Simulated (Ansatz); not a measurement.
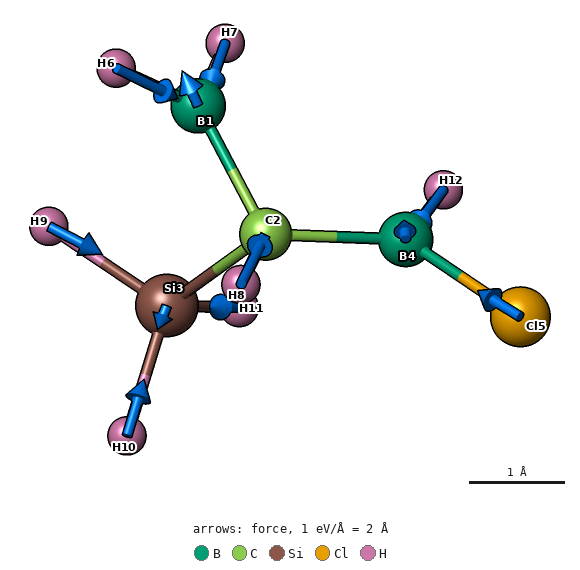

Starting geometry of CH$_{7}$B$_{2}$ClSi with the computed forces as blue arrows. The picture is a ball-and-stick view, seen at a tilt.

The start comes from PBE-D4/def2-SVP.

Level of theory: RKS PBE0-D4/def2-TZVP in Ansatz.

The input:
```yaml
crystal:
  periodic: [false, false, false]
  atoms:
    - {symbol: B, position_ang: [-1.403045, 0.411952, 0.198174]}
    - {symbol: C, position_ang: [0.130500, 0.644241, 0.257156]}
    - {symbol: Si, position_ang: [0.350360, -1.255280, 0.548586]}
    - {symbol: B, position_ang: [0.796661, 0.967419, -1.096989]}
    - {symbol: Cl, position_ang: [2.063737, 2.194347, -1.211516]}
    - {symbol: H, position_ang: [-2.117447, 0.728142, 1.130138]}
    - {symbol: H, position_ang: [-1.897208, -0.126103, -0.778161]}
    - {symbol: H, position_ang: [0.516523, 1.182222, 1.144313]}
    - {symbol: H, position_ang: [-0.936355, -1.813287, 1.115982]}
    - {symbol: H, position_ang: [1.427312, -1.428616, 1.579290]}
    - {symbol: H, position_ang: [0.672291, -1.981416, -0.720711]}
    - {symbol: H, position_ang: [0.473672, 0.421379, -2.132262]}
basis:
  gaussian: {orbitals: def2-TZVP}
hamiltonian: {xc: pbe0, dispersion: d4}
relax: {f_tol: 0.005, max_steps: 150}
```

Command:
```bash
ansatz run in.yaml --threads 4 --pin off --events-out ev --progress --plain --max-ram 10444MiB
```

What follows when this structure is relaxed?

It isn't relaxed: the largest force vector, on H8, is 0.55 eV/Å. The final displacements follow the starting forces only in part (cosine between the two patterns 0.40). The largest move after the best rigid fit is that of H11, 0.087 Å. By element the largest moves are H 0.087 Å, Cl 0.067 Å, B 0.031 Å, C 0.024 Å, Si 0.020 Å. Near-neighbour distances that change, for instance: B4–H12 1.214 → 1.193 Å, B1–H6 1.216 → 1.195 Å, C2–Si3 1.934 → 1.914 Å, Si3–H10 1.501 → 1.481 Å. Bond angles that change, for instance: B1–C2–Si3 88.3° → 90.5°. The energy falls by 0.042 eV in 9 accepted moves (10 points after the start). The largest force component goes from 0.44 to 0.0032 eV/Å. The line search rejected the trial step at point 2 of the run.
